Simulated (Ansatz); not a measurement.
The structure in question:

```yaml
crystal:
  lattice:
    - [3.97496, 0.00000, 0.00000]
    - [-1.98748, 3.44242, 0.00000]
    - [0.00000, 0.00000, 25.54802]
  atoms:
    - { symbol: Ge, position: [0.00000, 0.00000, 0.29271] }
    - { symbol: Ge, position: [0.66667, 0.33333, 0.32267] }
    - { symbol: Ge, position: [0.66667, 0.33333, 0.42017] }
    - { symbol: Ge, position: [0.33333, 0.66667, 0.45181] }
    - { symbol: Ge, position: [0.33333, 0.66667, 0.54819] }
    - { symbol: Ge, position: [0.00000, 0.00000, 0.57983] }
    - { symbol: Ge, position: [0.00000, 0.00000, 0.67733] }
    - { symbol: Ge, position: [0.66667, 0.33333, 0.70729] }
```

Characterise the structure given above.

Answer. The element is germanium. The cell holds eight atoms. With all contacts inside bonding distance counted, the coordination numbers are Ge 3 to 4 (mean 3.8). The bonds build Ge layers parallel to (001).

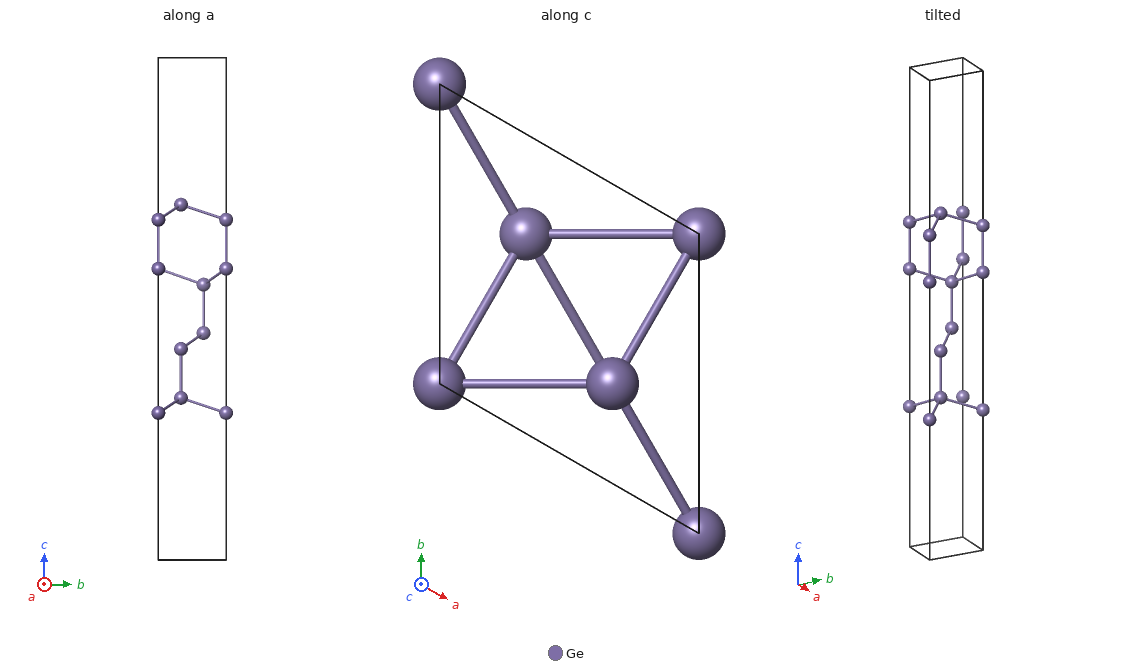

The structure above is drawn in ball-and-stick style and viewed along the a axis, along the c axis and slightly off an axis. The simulation cell is outlined; an atom on or near a face, edge or corner is repeated at each equivalent position. Colours: germanium purple.

Origin of the cell: a structure listed in the Materials Project, from which a slab was cut. The atoms were relaxed in a fixed cell with DFT LDA, scalar-relativistic, plane waves, PAW (Ansatz).
